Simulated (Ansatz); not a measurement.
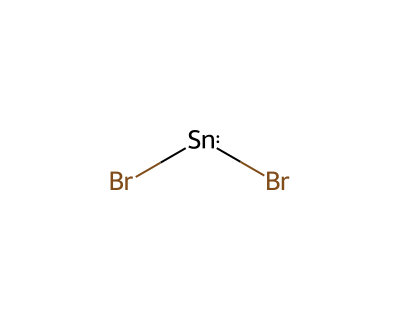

Skeletal drawing of a molecule.

Question: Write the SMILES.

Answer: [Br][Sn][Br]

Question: Give the formula, hydrogens included.

Answer: SnBr2.

Question: An optimisation with PBE0-D4/def2-TZVP gave a structure of which point group?

Answer: C2v.

The parts below concern this one geometry. Atoms keep their numbers from picture to picture. Computed geometry: PBE0-D4/def2-TZVP optimisation.

**Shape**

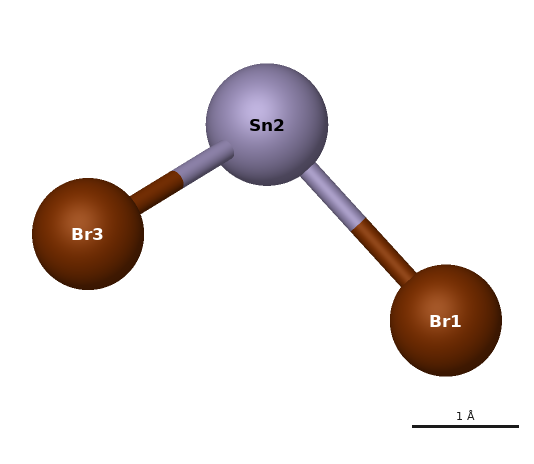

Numbered structure.

Estimate the angles Br1–Sn2–Br3.

```csv
angle,degrees
Br1–Sn2–Br3,99.3
```

**Electronic properties**

Level of theory: RKS r2SCANh-D4/def2-TZVPP, core potentials on Sn (Ansatz 0.2.0).

Question: Estimate the HOMO energy (Kohn–Sham orbital).

Answer: −7.36 eV.

Question: Estimate the LUMO energy (Kohn–Sham orbital).

Answer: −3.57 eV.

**Dipole moment**

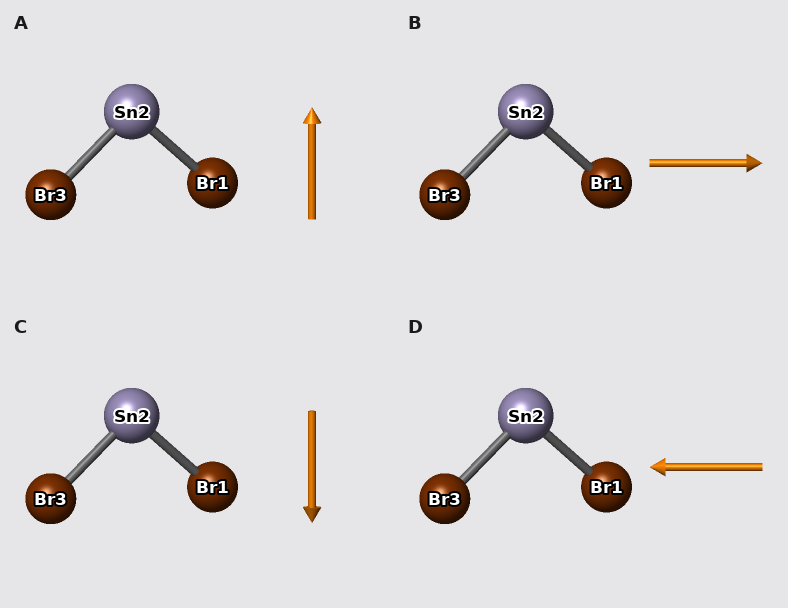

The same molecule four times, each with an arrow. Method: RKS r2SCAN-D4/def2-TZVPP, core potentials on Sn (Ansatz 0.2.0).

Question: Which arrow points along the dipole moment, from the negative to the positive end?

Answer: A. The dipole moment is 2.89 D; it points from the side of Br1, Br3 to the side of Sn2 (the outermost atoms at the two ends).

**Charges**

The questions are on Mulliken charges. Level of theory: RKS B3LYP-D4/def2-TZVPP, core potentials on Sn (Ansatz 0.2.0).

Give the Mulliken charges atom by atom.

```csv
atom,value (e)
Br1,−0.35
Sn2,0.70
Br3,−0.35
```

Mulliken values depend strongly on the basis set and can even reverse the polarity of a bond.
